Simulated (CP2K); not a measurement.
**CH6AlBO2 (SMILES B[O][AlH][O]C) at MNDO**

What is the vertical singlet–triplet gap of CH6AlBO2 at MNDO? 

Program for the calculation: CP2K 2026.2.

2 further runs of the same task are left out: 1 that didn't finish, 1 set aside as unsound or not needed.

## 1. The system as given

CH6AlBO2: 11 atoms, total charge 0, spin state singlet. SMILES: `B[O][AlH][O]C`. Geometry: a GFN2-xTB relaxation, a rough one for these elements and not checked as a minimum. This is one conformer, not always the lowest.

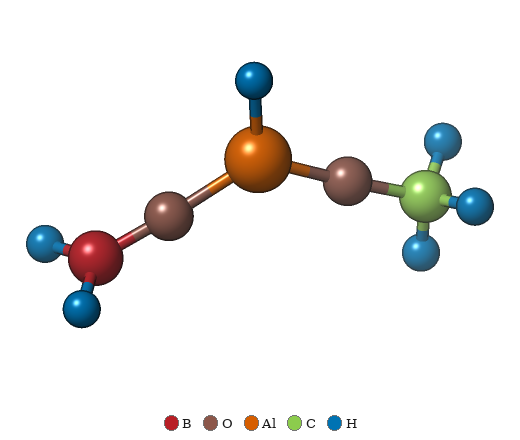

The structure, seen from a chosen angle (boron red, oxygen brown, aluminium orange, carbon green, hydrogen blue).

## 2. Energy and forces at MNDO

The input, gas.inp:

```
&FORCE_EVAL
  METHOD Quickstep
  &DFT
    # Quickstep
    &QS
      METHOD MNDO
      EPS_DEFAULT 1.0E-10
      &SE
        &COULOMB
          CUTOFF [angstrom] 50
          RC_RANGE [angstrom] 0
        &END
        &EXCHANGE
          CUTOFF [angstrom] 50
          RC_RANGE [angstrom] 0
        &END
      &END
    &END
    &POISSON
      PERIODIC NONE
      POISSON_SOLVER ANALYTIC
    &END
    # SCF settings
    &SCF
      SCF_GUESS ATOMIC
      EPS_SCF 1.0E-06
      MAX_SCF 150
      ADDED_MOS 4
      &DIAGONALIZATION
        ALGORITHM STANDARD
      &END
      &MIXING
        METHOD DIRECT_P_MIXING
        ALPHA 0.4
      &END
    &END
    &PRINT
      &MOMENTS
        PERIODIC F
        REFERENCE COM
        MAX_MOMENT 1
      &END
      &MO ON
        ENERGIES T
        OCCUPATION_NUMBERS T
        NDIGITS 6
        &EACH
          QS_SCF 0
        &END
        ADD_LAST NUMERIC
      &END
      &HIRSHFELD OFF
      &END
    &END
  &END
  &SUBSYS
    &CELL
      ABC 14.8 14.3 15.4
      PERIODIC NONE
    &END
    &COORD
      B      8.664085     8.624370     9.670730
      O      8.084835     7.612350     9.034050
      Al     7.384975     6.282080     8.308720
      O      6.669105     6.246300     6.831250
      C      6.047415     6.150220     5.581040
      H      8.032675     9.284300    10.417290
      H      9.805245     8.854150     9.485090
      H      7.436025     5.015700     9.105650
      H      6.113245     7.104280     5.053050
      H      4.994755     5.886160     5.708590
      H      6.535965     5.377560     4.982710
    &END
  &END
  # extra output
  &PRINT
    &FORCES ON
    &END
  &END
&END

&GLOBAL
  PROJECT gas
  RUN_TYPE ENERGY_FORCE
  PRINT_LEVEL MEDIUM
&END
```

Run with:

```sh
$ OMP_NUM_THREADS=1 cp2k.psmp gas.inp > gas.out
```

Output:

```text
CP2K| version string:                                       CP2K version 2026.2
[...]
 GLOBAL| Method name                                                        CP2K
[...]
 GLOBAL| Run type                                                   ENERGY_FORCE
[...]
                             - Atoms:                                         11
[...]
                             - Spherical basis functions:                     26
[...]
 Number of electrons:                                                         28
[...]
     1 P_Mix/Diag. 0.40E+00    0.0     0.76835664       -28.3252919569 -2.83E+01
[...]
    16 DIIS/Diag.  0.19E-06    0.0     0.00000069       -35.9750155680 -1.45E-11
  *** SCF run converged in    16 steps ***
  Core-core repulsion energy [eV]:                           1757.48337858446598
  Core Hamiltonian energy [eV]:                             -1580.19198449131477
  Two-electron integral energy [eV]:                        -2312.44270391697910
  Electronic energy [eV]:                                   -2736.41333644980432
  Total energy [eV]:                                         -978.92995786533845
  Atomic reference energy [eV]:                               971.93889127824480
  Heat of formation [kcal/mol]:                              -161.21783820092557
[...]
 SE_DIPOLE| Moment [Debye]          1.03917348       0.85880109       1.65956851
 SE_DIPOLE| Derivative [a.u.]       0.00000000       0.00000000       0.00000000
 ENERGY| Total FORCE_EVAL ( QS ) energy [hartree]            -35.975015567960199
 FORCES| Atomic forces [hartree/bohr]
 FORCES|   Atom     x               y               z               |f|
 FORCES|      1 -1.42573489E-02 -2.40412567E-02 -1.54472109E-02   3.19354090E-02
 FORCES|      2  6.95838968E-03  1.98209219E-02  3.63082114E-03   2.13183253E-02
 FORCES|      3 -7.14928194E-04 -2.37293888E-02  1.09500971E-02   2.61438261E-02
 FORCES|      4 -9.98595582E-03  5.55574244E-03 -2.36342016E-02   2.62518775E-02
 FORCES|      5  2.93698121E-02  4.30238584E-03  5.94000341E-02   6.64037683E-02
 FORCES|      6  2.03398998E-03 -1.56829621E-03 -2.10439437E-03   3.32041321E-03
 FORCES|      7 -2.70876615E-03 -1.90568224E-04  7.60934164E-04   2.82006225E-03
 FORCES|      8 -1.06673823E-03  2.08575088E-02 -1.35463285E-02   2.48933048E-02
 FORCES|      9  9.94138764E-04  1.73523494E-02 -1.00531803E-02   2.00788141E-02
 FORCES|     10 -1.92112775E-02 -4.53880537E-03  1.68907113E-03   1.98122916E-02
 FORCES|     11  8.58868428E-03 -1.38205931E-02 -1.16456420E-02   2.00098793E-02
 FORCES| Sum    -1.94289029E-16  1.11022302E-15 -8.18789481E-16
 FORCES| Total atomic force                                       1.39311148E-15
[...]
```

Wall time 0.44 s (1 thread of Arm Neoverse N1, shared host); peak memory 0.14 GiB.

## 3. The triplet

The input, molecule.inp:

```
&GLOBAL
  PROJECT molecule
  RUN_TYPE ENERGY_FORCE
  PRINT_LEVEL MEDIUM
&END GLOBAL

&FORCE_EVAL
  METHOD QUICKSTEP
  &DFT
    MULTIPLICITY 3
    UNRESTRICTED_KOHN_SHAM T
    &QS
      METHOD MNDO
      EPS_DEFAULT 1.0E-10
      &SE
        &COULOMB
          CUTOFF [angstrom] 50
          RC_RANGE [angstrom] 0
        &END COULOMB
        &EXCHANGE
          CUTOFF [angstrom] 50
          RC_RANGE [angstrom] 0
        &END EXCHANGE
      &END SE
    &END QS
    &POISSON
      PERIODIC NONE
      POISSON_SOLVER ANALYTIC
    &END POISSON
    &SCF
      SCF_GUESS ATOMIC
      EPS_SCF 1.0E-06
      MAX_SCF 150
      ADDED_MOS 4
      &DIAGONALIZATION
        ALGORITHM STANDARD
      &END DIAGONALIZATION
      &MIXING
        METHOD DIRECT_P_MIXING
        ALPHA 0.4
      &END MIXING
    &END SCF
    &PRINT
      &MOMENTS
        PERIODIC F
        REFERENCE COM
        MAX_MOMENT 1
      &END MOMENTS
      &MO ON
        ENERGIES T
        OCCUPATION_NUMBERS T
        NDIGITS 6
        &EACH
          QS_SCF 0
        &END EACH
        ADD_LAST NUMERIC
      &END MO
      &HIRSHFELD OFF
      &END HIRSHFELD
    &END PRINT
  &END DFT
  &SUBSYS
    &CELL
      ABC 14.8 14.3 15.4
      PERIODIC NONE
    &END CELL
    &COORD
      B      8.664085     8.624370     9.670730
      O      8.084835     7.612350     9.034050
      Al     7.384975     6.282080     8.308720
      O      6.669105     6.246300     6.831250
      C      6.047415     6.150220     5.581040
      H      8.032675     9.284300    10.417290
      H      9.805245     8.854150     9.485090
      H      7.436025     5.015700     9.105650
      H      6.113245     7.104280     5.053050
      H      4.994755     5.886160     5.708590
      H      6.535965     5.377560     4.982710
    &END COORD
  &END SUBSYS
  &PRINT
    &FORCES ON
    &END FORCES
  &END PRINT
&END FORCE_EVAL
```

Run with:

```sh
$ OMP_NUM_THREADS=1 cp2k.psmp molecule.inp > molecule.out
```

Output:

```text
CP2K| version string:                                       CP2K version 2026.2
[...]
 GLOBAL| Method name                                                        CP2K
[...]
 GLOBAL| Run type                                                   ENERGY_FORCE
[...]
                             - Atoms:                                         11
[...]
                             - Spherical basis functions:                     26
[...]
 Number of electrons:                                                         15
[...]
     1 P_Mix/Diag. 0.40E+00    0.0     0.47382488       -28.3252919569 -2.83E+01
[...]
    31 DIIS/Diag.  0.27E-06    0.0     0.00000093       -35.8010452740  3.53E-12
  *** SCF run converged in    31 steps ***
  Core-core repulsion energy [eV]:                           1757.48337858446598
  Core Hamiltonian energy [eV]:                             -1546.25514720698447
  Two-electron integral energy [eV]:                        -2370.84843358946000
  Electronic energy [eV]:                                   -2731.67936400171448
  Total energy [eV]:                                         -974.19598541724849
  Atomic reference energy [eV]:                               971.93889127824480
  Heat of formation [kcal/mol]:                               -52.04983147749382
[...]
 SE_DIPOLE| Moment [Debye]         -0.66863580      -2.57588055       0.05755272
 SE_DIPOLE| Derivative [a.u.]       0.00000000       0.00000000       0.00000000
 ENERGY| Total FORCE_EVAL ( QS ) energy [hartree]            -35.801045274020353
 FORCES| Atomic forces [hartree/bohr]
 FORCES|   Atom     x               y               z               |f|
 FORCES|      1 -1.99964740E-02 -3.36154018E-02 -2.10467939E-02   4.44164581E-02
 FORCES|      2  5.18526591E-02  1.00482433E-01  5.11644605E-02   1.24109708E-01
 FORCES|      3 -4.05416879E-02 -8.85574822E-02 -3.54433051E-02   1.03644990E-01
 FORCES|      4 -1.29826662E-02  2.42566543E-03 -2.81021721E-02   3.10510153E-02
 FORCES|      5  2.97977210E-02  1.95225394E-03  6.11397805E-02   6.80425472E-02
 FORCES|      6  2.63263684E-03  3.31622157E-03  2.08082904E-03   4.71783337E-03
 FORCES|      7  1.89472267E-03  3.90922868E-03  2.23329807E-03   4.88463541E-03
 FORCES|      8 -2.27098873E-03  1.08423293E-02 -1.02632682E-02   1.51012638E-02
 FORCES|      9  8.64946929E-04  1.75246693E-02 -1.04363618E-02   2.04151859E-02
 FORCES|     10 -1.94917598E-02 -4.49599041E-03  1.06408791E-03   2.00318475E-02
 FORCES|     11  8.24089008E-03 -1.37839266E-02 -1.23905550E-02   2.02838545E-02
 FORCES| Sum     9.02056208E-16  1.38777878E-15 -4.16333634E-17
 FORCES| Total atomic force                                       1.65570791E-15
[...]
```

It took 0.53 s on 1 thread of Arm Neoverse N1, shared host; peak memory 0.14 GiB.

## 4. What came out

At MNDO:

| quantity | value |
| --- | --- |
| singlet: total energy | -35.97502 Eh |
| singlet: dipole moment | 2.14 D |
| singlet: HOMO energy | -10.43 eV |
| singlet: LUMO energy | 0.88 eV |
| singlet: HOMO–LUMO gap | 11.31 eV |
| singlet: heat of formation at this unrelaxed shape | -161.2 kcal/mol |
| singlet: largest force on an atom | 3.415 eV/Å |
| triplet: total energy | -35.80105 Eh |
| triplet: dipole moment | 2.66 D |
| triplet: HOMO energy (highest over α and β) | -5.68 eV |
| triplet: LUMO energy (lowest over α and β) | -3.00 eV |
| triplet: heat of formation at this unrelaxed shape | -52.0 kcal/mol |
| triplet: largest force on an atom | 6.382 eV/Å |
| vertical energy of the triplet above the singlet | 4.734 eV |

At this shape the triplet lies 4.73 eV (457 kJ/mol) above the singlet. The largest force (singlet) is 3.41 eV/Å: the shape isn't a stationary point for this species at this level.
